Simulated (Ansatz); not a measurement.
Effect of Rb → Cs on Rb

Start from Rb in the bcc (W type) structure (space group Im-3m, No. 229; a = 5.748 Å).

The change: full substitution Rb → Cs; the structure is relaxed again.

The values are results of r2SCAN (Ansatz, an electronic-structure program, PAW, without spin-orbit coupling), not measurements. k-mesh 11×11×11 (Γ-centred); smearing 0.05 eV (Fermi–Dirac), for the changed cell.

| quantity | base | changed | shift |
|---|---|---|---|
| volume per atom | 94.98 Å³ | 123.68 Å³ | +28.70 Å³ |
| density | 1.49 g/cm³ | 1.78 g/cm³ | +0.29 g/cm³ |
| lattice parameter a | 5.748 Å | 6.277 Å | +0.529 Å |
| space group | Im-3m (No. 229) | Im-3m (No. 229) | – |
| band gap | zero | zero | – |

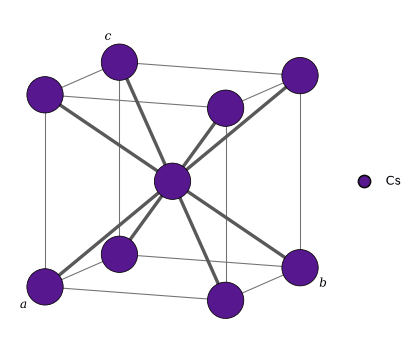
Figure. The relaxed conventional cell after the change

Stability against distortions was not tested. All final runs are without spin polarisation.
